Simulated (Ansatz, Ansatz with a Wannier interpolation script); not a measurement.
## Settings in Wannier-interpolated G0W0: PNO (Cc)

Aim: vary the Wannier model and the GW settings for PNO (Cc) and see what the interpolated bands lose.

Program: Ansatz 0.2.0. Level of theory: maximally localised Wannier functions, LDA, plane waves, PAW. Results are calculated unless marked as measured.

### 1. Starting point

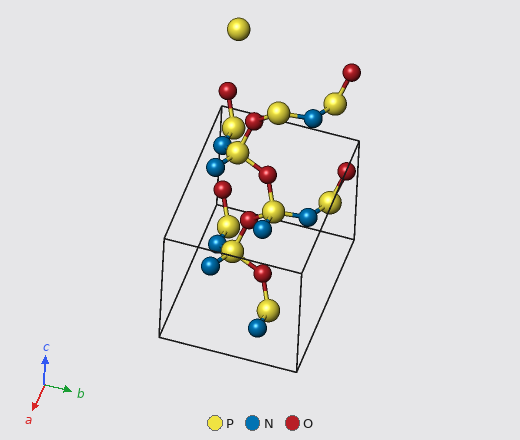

Start, viewed from a free direction; phosphorus yellow, nitrogen blue, oxygen red. 1×1×2 cells are drawn. This picture shows the conventional cell, with its axes. Bonds to atoms that aren't drawn are left out. Some periodic images of atoms are drawn too.

The cell and positions are those that the Materials Project relaxed with its own functionals (PBE, PBE+U or r2SCAN), kept fixed. The default PAW set here is soft_2. Its files were made with PBE.

### 2. Wannier model on 8×8×8

Localised functions give a small Hamiltonian that interpolates between mesh points at no cost.

Contents of input.yaml:

```yaml
crystal:
  lattice:
    - [3.278002254, -3.2861133804, 0.0]
    - [3.278002254, 3.2861133804, 0.0]
    - [-3.0285518603, 0.0, 3.4888659548]
  atoms:
    - { symbol: P, position: [0.7304096, 0.01031392, 0.00016709] }
    - { symbol: P, position: [0.01031392, 0.7304096, 0.50016709] }
    - { symbol: "N", position: [0.74286473, 0.38254462, 0.24963269] }
    - { symbol: "N", position: [0.38254462, 0.74286473, 0.74963269] }
    - { symbol: O, position: [0.88308961, 0.00077752, 0.75020022] }
    - { symbol: O, position: [0.00077752, 0.88308961, 0.25020022] }
kpoints:
  mp_grid: { grid: [4, 4, 4] }
hamiltonian:
  xc: lda
scf:
  occupations: { method: fixed }
  n_extra_bands: 39
output:
  wannier:
    kmesh: [8, 8, 8]
    projections:
      - { species: "N", l: p, shell: 2 }
      - { species: O, l: p, shell: 2 }
      - { species: P, l: s, shell: 3 }
      - { species: P, l: p, shell: 3 }
    minimise: true
    write_hr: true
    seedname: w
    conv_tol: 1.0e-07
    max_iter: 4000
    disentanglement:
      window: [-1.5, 19.15]
      frozen_window: [-1.5, 12.02]
      conv_tol: 1.0e-08
```

Run with:

```console
> ansatz run input.yaml --threads 8 --pin off --max-ram 14745MiB --backend cpu --events-out ev --progress --plain --runs-dir out
```

Numbers of over 12 decimals in the logs are rounded to 6 here.

Output:

```text
scf.n_extra_bands = 39 over 16 filled bands (N_el = 32.0): the run solves 55 bands
Engine: ansatz 0.2.0, aarch64-unknown-linux-gnu
Pseudopotentials: kind: paw
Pseudopotential: P, paw, valence charge 5, recommended cutoff 420 eV (normal), P.paw.azcp
Pseudopotential: N, paw, valence charge 5, recommended cutoff 420 eV (normal), N.paw.azcp
Pseudopotential: O, paw, valence charge 6, recommended cutoff 420 eV (normal), O.paw.azcp
Functional definition: SPW92
  exchange = slater_x
  correlation = pw_c
Crystal: 6 atoms, lattice volume = 75.163 Å³
Basis set: ecut = 420 eV, 1455 PW (Γ)
Bands: 55, of which v1, the nominal top of the filled ones, is band 16 counted from 1 (15 counted from 0)
Symmetry: 2 space group operations
Space group: Cc (ITA 9), of the structure as read, at distance tolerance 4.2e-5 Å
k-points: 24 of 64 (time reversal used)
Non-local potential: P, projectors of the file, l = 0: 2, l = 1: 2, l = 2: 2
Non-local potential: N, projectors of the file, l = 0: 2, l = 1: 2, l = 2: 1
Non-local potential: O, projectors of the file, l = 0: 2, l = 1: 2, l = 2: 1
PAW form: soft (Blöchl's): semilocal exchange-correlation on the pseudo side does not see the compensation charge
PAW frozen core: P, regenerated for the run's functional, and the local potential with it (the file was generated under x = pbe(κ = 0.804, μ = 0.219515), c = pbe(β = 0.066725))
PAW frozen core: N, regenerated for the run's functional, and the local potential with it (the file was generated under x = pbe(κ = 0.804, μ = 0.219515), c = pbe(β = 0.066725))
PAW frozen core: O, regenerated for the run's functional, and the local potential with it (the file was generated under x = pbe(κ = 0.804, μ = 0.219515), c = pbe(β = 0.066725))
PAW one-centre angular grid: P, 110 points (default); XC on 64 Gauss nodes
PAW one-centre angular grid: N, 110 points (default); XC on 64 Gauss nodes
PAW one-centre angular grid: O, 110 points (default); XC on 64 Gauss nodes
Initial density: superposition of atomic densities (neutral atoms: chi_scale 0, normalization atom), corrected by the library's trained network
Initial wavefunctions: pseudopotential atomic-orbital guess
Functional: x = slater, c = lda
SCF iter   1: F=—  HF=-3312.559623 eV  |F-HF|=—  |Δ(HF+E_count)|=         —  Δρ=1.13e-2  dr2=8.54e-2  ethr=1.77e-3  ⟨swp⟩=5.0  Hψ=5226  notcnv=0  defer=872
preconditioner: auto → none  [insulator: Δε(μ)=4.877 eV  Ē_g=27.855 eV  n_scr=14 (ndim 8)  ℏωp=24.2 eV  f_vac=0.144  ε∞_Penn≈1.8]
SCF iter   2: F=—  HF=-3312.538447 eV  |F-HF|=—  |Δ(HF+E_count)|=   2.12e-2  Δρ=5.16e-3  dr2=1.04e-2  ethr=2.67e-4  ⟨swp⟩=3.1  Hψ=1821  notcnv=0  defer=886
SCF iter   3: F=—  HF=-3312.535083 eV  |F-HF|=—  |Δ(HF+E_count)|=   3.36e-3  Δρ=1.76e-3  dr2=9.86e-4  ethr=3.26e-5  ⟨swp⟩=2.9  Hψ=952  notcnv=0  defer=887
SCF iter   4: F=—  HF=-3312.534911 eV  |F-HF|=—  |Δ(HF+E_count)|=   1.72e-4  Δρ=8.15e-4  dr2=4.25e-4  ethr=3.08e-6  ⟨swp⟩=3.2  Hψ=1007  notcnv=0  defer=888
SCF iter   5: F=—  HF=-3312.534798 eV  |F-HF|=—  |Δ(HF+E_count)|=   1.13e-4  Δρ=9.26e-5  dr2=2.18e-6  ethr=1.33e-6  ⟨swp⟩=2.2  Hψ=822  notcnv=0  defer=887
SCF iter   6: F=—  HF=-3312.534796 eV  |F-HF|=—  |Δ(HF+E_count)|=   1.77e-6  Δρ=3.18e-5  dr2=2.03e-7  ethr=6.81e-9  ⟨swp⟩=2.9  Hψ=1134  notcnv=0  defer=882
SCF iter   7: F=-3312.534796 eV  HF=-3312.534796 eV  |F-HF|=2.80e-9  |Δ(HF+E_count)|=   2.78e-8  Δρ=4.33e-6  dr2=7.23e-9  ethr=3.13e-10  ⟨swp⟩=13.7  Hψ=11375  notcnv=0
SCF 1 converged in 7 iterations: F = -3312.534796 eV  dr2 = 7.23e-9
[...]
NSCF: frozen V_eff on 152 k-points
the Wannier pass solved 152 of the 512 points of its mesh, and has the states at the others by symmetry: states obtained by the crystal's operations at points that were solved too leave a residual of 3.95e-13 eV (read by the count's bands and the next), within 1.67e-5 eV
SCF converged after 7 iterations
Free energy (F): -3312.534796 eV
Harris-Foulkes:  -3312.534796 eV  (|F-HF|=2.80e-9)
Internal energy: -3312.534796 eV  (E = F + TS)
E sigma→0 (E₀):  -3312.534796 eV
Fermi energy:    4.000094 eV
--- Per-component energies (eV) ---
  E_band       = -137.710713
  E_kinetic    = 781.627316
  E_local      = -1881.826635  (includes V_loc(G=0)·N_el)
  E_nonlocal   = 259.339415
  E_hartree    = 651.474801
  E_xc         = -389.976748
  E_vxc        = -465.191110  (∫ρ·V_xc dr)
  E_paw        = -1614.122127  (= ΣΔE_a)
  E_vpaw       = -134.616076  (= ΣTr[D̂ρ^β])
  E_aug_tail   = 0.005416  (compensation charges beyond the density's cutoff)
  E_ewald      = -1119.644868
  E_core_change = 0.588634  (= ΣΔE_core)
  E_smearing   = -0.000000  (= −TS)
  E_closure    = 0.000000  (closes the sum)
  Σ components = -3312.534796   (vs F -3312.534796, Δ=0.00e0)
--- Band table (eV; the first three rows and the last of 24) ---
  k-point 0: bands = [... 12 lower, 2.0562, 2.1715, 3.4163, 3.4616, 9.0186, 9.4463, 11.4966, 12.2559, ... 35 higher]
  k-point 1: bands = [... 12 lower, 1.8772, 2.1110, 3.2018, 3.3005, 9.8490, 10.6501, 11.2642, 12.1339, ... 35 higher]
  k-point 2: bands = [... 12 lower, 1.9133, 1.9133, 3.1325, 3.1325, 11.0059, 11.0059, 12.2200, 12.2200, ... 35 higher]
  k-point 23: bands = [... 12 lower, 2.6250, 2.6250, 3.0668, 3.0668, 10.4329, 10.4329, 11.6796, 11.6796, ... 35 higher]
Wannier search: line search 1 of at most 4000: gauge-dependent spread (as the search counts it) 69.3046581 Å², largest recent change 2.8e1 Å² and fall left 2.9e0 Å² against conv_tol 1.0e-7 Å², 0 stops escaped
```

The job ended after 31 s (8 threads of Arm Neoverse N1, shared host; peak memory 1.1 GiB; 3.2 min of CPU time).

This step gave:

* gauge-invariant spread: 35.79 Å²
* diagonal spread: 0.1918 Å²
* off-diagonal spread: 6.007 Å²
* total spread: 41.99 Å²
* least projectability: 2.96e-6
* localisation steps: 42
* disentanglement steps: 1251
* r.m.s. interpolation error: 3.21e-4 eV
* r.m.s. error near the gap: 4.06e-4 eV

Near the gap the model misses directly solved bands by 0.4 meV r.m.s. and by 3 meV at most in the window tested. This tests the starting bands, not the corrections carried with them.

### 3. Wannier model on 4×4×4

input.yaml: that of step 2 with these lines changed.

```diff
@@ -21,3 +21,3 @@
   wannier:
-    kmesh: [8, 8, 8]
+    kmesh: [4, 4, 4]
     projections:
```

Output:

```text
[...]
Crystal: 6 atoms, lattice volume = 75.163 Å³
Basis set: ecut = 420 eV, 1455 PW (Γ)
Bands: 55, of which v1, the nominal top of the filled ones, is band 16 counted from 1 (15 counted from 0)
Symmetry: 2 space group operations
[...]
k-points: 24 of 64 (time reversal used)
[...]
SCF iter   1: F=—  HF=-3312.559623 eV  |F-HF|=—  |Δ(HF+E_count)|=         —  Δρ=1.13e-2  dr2=8.54e-2  ethr=1.77e-3  ⟨swp⟩=5.0  Hψ=5226  notcnv=0  defer=872
[...]
SCF iter   7: F=-3312.534796 eV  HF=-3312.534796 eV  |F-HF|=2.80e-9  |Δ(HF+E_count)|=   2.78e-8  Δρ=4.33e-6  dr2=7.23e-9  ethr=3.13e-10  ⟨swp⟩=13.7  Hψ=11375  notcnv=0
SCF 1 converged in 7 iterations: F = -3312.534796 eV  dr2 = 7.23e-9
[...]
NSCF: frozen V_eff on 26 k-points
[...]
SCF converged after 7 iterations
Free energy (F): -3312.534796 eV
[...]
Internal energy: -3312.534796 eV  (E = F + TS)
E sigma→0 (E₀):  -3312.534796 eV
Fermi energy:    4.000094 eV
[...]
--- Band table (eV; the first three rows and the last of 24) ---
  k-point 0: bands = [... 12 lower, 2.0562, 2.1715, 3.4163, 3.4616, 9.0186, 9.4463, 11.4966, 12.2559, ... 35 higher]
  k-point 1: bands = [... 12 lower, 1.8772, 2.1110, 3.2018, 3.3005, 9.8490, 10.6501, 11.2642, 12.1339, ... 35 higher]
  k-point 2: bands = [... 12 lower, 1.9133, 1.9133, 3.1325, 3.1325, 11.0059, 11.0059, 12.2200, 12.2200, ... 35 higher]
  k-point 23: bands = [... 12 lower, 2.6250, 2.6250, 3.0668, 3.0668, 10.4329, 10.4329, 11.6796, 11.6796, ... 35 higher]
[...]
WARN: <dir> 12 periodic images of 12 elements of H(R) lie 4.88e-4 to 1.95e-3 Å beyond their element's nearest image, near the 9.77e-4 Å window within which an element is shared among its images; whether they share it moves the interpolated H(k) by 3.3e-3 eV (Frobenius norm, root mean square over the Brillouin zone); at the model's own mesh points H(k) does not change
```

Wall time 7.1 s (8 threads); peak memory 0.5 GiB.

This step gave:

```yaml
gauge_invariant_spread: 31.00 Å²
diagonal_spread: 0.1645 Å²
off_diagonal_spread: 6.089 Å²
total_spread: 37.25 Å²
least_projectability: 4.89e-6
localisation_steps: 37
disentanglement_steps: 140
r_m_s_interpolation_error: 0.006295 eV
r_m_s_error_near_the_gap: 0.007438 eV
```

Near the gap the model misses directly solved bands by 7.4 meV r.m.s. and by 57 meV at most in the window tested. This tests the starting bands, not the corrections carried with them.

Frozen up to 8.02 eV; above it the model need not follow the bands. The electronic bands at the labelled points (eV, zero at the valence-band top; v1 is the highest filled band, c1 the lowest empty one):

| point | v4 | v3 | v2 | v1 | c1 | c2 | c3 | c4 |
| --- | --- | --- | --- | --- | --- | --- | --- | --- |
| Γ | -1.94 | -1.83 | -0.58 | -0.54 | 5.02 | 5.45 | 7.50 | 8.26 |
| A | -2.09 | -2.09 | -0.87 | -0.87 | 7.01 | 7.01 | 8.24 | 8.24 |
| I2 | -1.58 | -1.58 | -0.99 | -0.99 | 6.51 | 6.51 | 7.97 | 7.97 |
| jump to I | -1.58 | -1.58 | -0.99 | -0.99 | 6.51 | 6.51 | 7.97 | 7.97 |
| M2 | -1.38 | -1.38 | -0.93 | -0.93 | 6.43 | 6.43 | 7.68 | 7.68 |
| Γ | -1.94 | -1.83 | -0.58 | -0.54 | 5.02 | 5.45 | 7.50 | 8.26 |
| Y | -2.44 | -2.10 | -0.59 | 0.00 | 5.75 | 7.00 | 7.35 | 8.37 |
| jump to L2 | -2.69 | -1.39 | -0.78 | -0.20 | 5.72 | 6.89 | 7.71 | 8.58 |
| Γ | -1.94 | -1.83 | -0.58 | -0.54 | 5.02 | 5.45 | 7.50 | 8.26 |
| V2 | -1.91 | -1.74 | -1.19 | -0.90 | 6.31 | 6.71 | 7.56 | 8.03 |

The same for Kohn-Sham, solved directly:

| point | v4 | v3 | v2 | v1 | c1 | c2 | c3 | c4 |
| --- | --- | --- | --- | --- | --- | --- | --- | --- |
| Γ | -1.94 | -1.83 | -0.58 | -0.54 | 5.02 | 5.45 | 7.50 | 8.26 |
| A | -2.09 | -2.09 | -0.87 | -0.87 | 7.01 | 7.01 | 8.22 | 8.22 |
| I2 | -1.58 | -1.58 | -0.99 | -0.99 | 6.50 | 6.50 | 7.97 | 7.97 |
| I | -1.58 | -1.58 | -0.99 | -0.99 | 6.50 | 6.50 | 7.97 | 7.97 |
| M2 | -1.38 | -1.38 | -0.93 | -0.93 | 6.43 | 6.43 | 7.68 | 7.68 |
| Γ | -1.94 | -1.83 | -0.58 | -0.54 | 5.02 | 5.45 | 7.50 | 8.26 |
| Y | -2.44 | -2.10 | -0.59 | 0.00 | 5.75 | 7.00 | 7.35 | 8.37 |
| L2 | -2.69 | -1.39 | -0.78 | -0.20 | 5.72 | 6.89 | 7.71 | 8.57 |
| Γ | -1.94 | -1.83 | -0.58 | -0.54 | 5.02 | 5.45 | 7.50 | 8.26 |
| V2 | -1.91 | -1.74 | -1.19 | -0.90 | 6.31 | 6.71 | 7.56 | 8.03 |

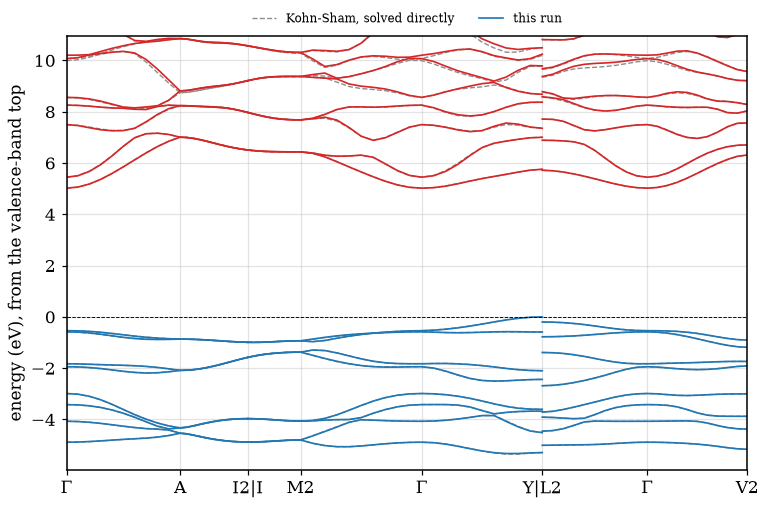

Electronic bands along the path; lines of filled and empty bands in two colours; dashed: Kohn-Sham, solved directly.

### 4. A faulty Wannier input

input.yaml: that of step 3 with these lines changed.

```diff
@@ -32,5 +32,2 @@
     max_iter: 4000
-    disentanglement:
-      window: [-1.5, 19.15]
-      frozen_window: [-1.5, 12.02]
-      conv_tol: 1.0e-08
+    disentanglement: { window: [-1.5, 19.15] }
```

Output:

```text
[...]
Crystal: 6 atoms, lattice volume = 75.163 Å³
Basis set: ecut = 420 eV, 1455 PW (Γ)
Bands: 55, of which v1, the nominal top of the filled ones, is band 16 counted from 1 (15 counted from 0)
Symmetry: 2 space group operations
[...]
k-points: 24 of 64 (time reversal used)
[...]
SCF iter   1: F=—  HF=-3312.559623 eV  |F-HF|=—  |Δ(HF+E_count)|=         —  Δρ=1.13e-2  dr2=8.54e-2  ethr=1.77e-3  ⟨swp⟩=5.0  Hψ=5226  notcnv=0  defer=872
[...]
SCF iter   7: F=-3312.534796 eV  HF=-3312.534796 eV  |F-HF|=2.80e-9  |Δ(HF+E_count)|=   2.78e-8  Δρ=4.33e-6  dr2=7.23e-9  ethr=3.13e-10  ⟨swp⟩=13.7  Hψ=11375  notcnv=0
SCF 1 converged in 7 iterations: F = -3312.534796 eV  dr2 = 7.23e-9
[...]
SCF converged after 7 iterations
Free energy (F): -3312.534796 eV
[...]
Internal energy: -3312.534796 eV  (E = F + TS)
E sigma→0 (E₀):  -3312.534796 eV
Fermi energy:    4.000094 eV
[...]
--- Band table (eV; the first three rows and the last of 24) ---
  k-point 0: bands = [... 12 lower, 2.0562, 2.1715, 3.4163, 3.4616, 9.0186, 9.4463, 11.4966, 12.2559, ... 35 higher]
  k-point 1: bands = [... 12 lower, 1.8772, 2.1110, 3.2018, 3.3005, 9.8490, 10.6501, 11.2642, 12.1339, ... 35 higher]
  k-point 2: bands = [... 12 lower, 1.9133, 1.9133, 3.1325, 3.1325, 11.0059, 11.0059, 12.2200, 12.2200, ... 35 higher]
  k-point 23: bands = [... 12 lower, 2.6250, 2.6250, 3.0668, 3.0668, 10.4329, 10.4329, 11.6796, 11.6796, ... 35 higher]
[...]
```

The job ended after 7.4 s (8 threads; peak memory 0.5 GiB; 47 s of CPU time).

Numbers from this step:

| Property | Result |
| --- | --- |
| gauge-invariant spread | 30.77 Å² |
| diagonal spread | 0.1617 Å² |
| off-diagonal spread | 5.999 Å² |
| total spread | 36.93 Å² |
| least projectability | 4.77e-6 |
| localisation steps | 39 |
| disentanglement steps | 242 |
| r.m.s. interpolation error | 0.01841 eV |
| r.m.s. error near the gap | 0.01666 eV |

No frozen window. The electronic bands at the labelled points (eV, zero at the valence-band top; v1 is the highest filled band, c1 the lowest empty one):

| point | v4 | v3 | v2 | v1 | c1 | c2 | c3 | c4 |
| --- | --- | --- | --- | --- | --- | --- | --- | --- |
| Γ | -1.94 | -1.82 | -0.56 | -0.50 | 5.02 | 5.45 | 7.50 | 8.26 |
| A | -2.08 | -2.08 | -0.86 | -0.86 | 7.04 | 7.04 | 8.30 | 8.30 |
| I2 | -1.58 | -1.58 | -0.99 | -0.99 | 6.51 | 6.51 | 7.97 | 7.97 |
| jump to I | -1.58 | -1.58 | -0.99 | -0.99 | 6.51 | 6.51 | 7.97 | 7.97 |
| M2 | -1.36 | -1.36 | -0.93 | -0.93 | 6.44 | 6.44 | 7.69 | 7.69 |
| Γ | -1.94 | -1.82 | -0.56 | -0.50 | 5.02 | 5.45 | 7.50 | 8.26 |
| Y | -2.44 | -2.10 | -0.59 | 0.01 | 5.75 | 7.01 | 7.36 | 8.37 |
| jump to L2 | -2.66 | -1.36 | -0.77 | -0.19 | 5.72 | 6.91 | 7.78 | 8.60 |
| Γ | -1.94 | -1.82 | -0.56 | -0.50 | 5.02 | 5.45 | 7.50 | 8.26 |
| V2 | -1.91 | -1.73 | -1.19 | -0.90 | 6.38 | 6.71 | 7.58 | 8.04 |

The same for Kohn-Sham, solved directly:

(Unchanged from step 3.)

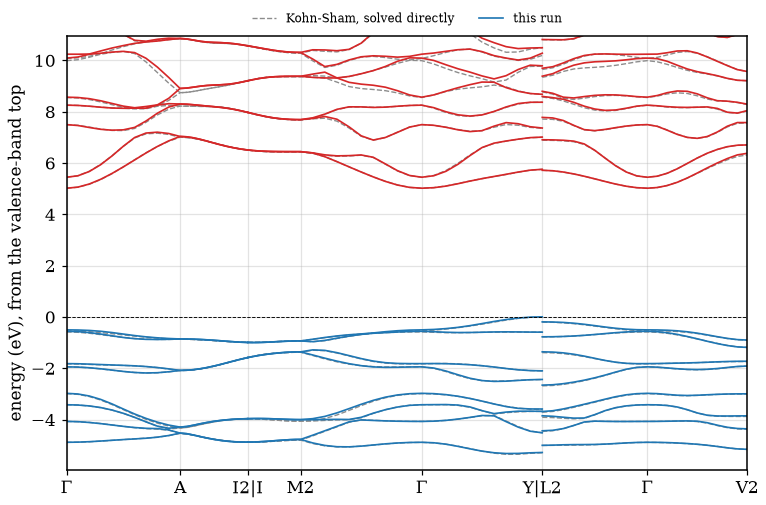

Electronic bands along the path; lines of filled and empty bands in two colours; dashed: Kohn-Sham, solved directly.

The fault put into this input: nothing frozen.

(Part 1 of 2 ends here.)

[Paths, hosts, dates, memory and timing lines, banners, echoed tables and standing remarks are left out of the program output.]

[Logs are printed without paths, hosts, clocks, repeated set-up lines and the standing remarks that a program may print on its own settings, such as how far it seeks lower states.]

[Runs of the session that timed out or met a known fault of the program may be left out.]

[Hosts, paths, dates, database ids (printed as entryN), source tags and the programs' standing remarks are cut or masked in the printed files.]
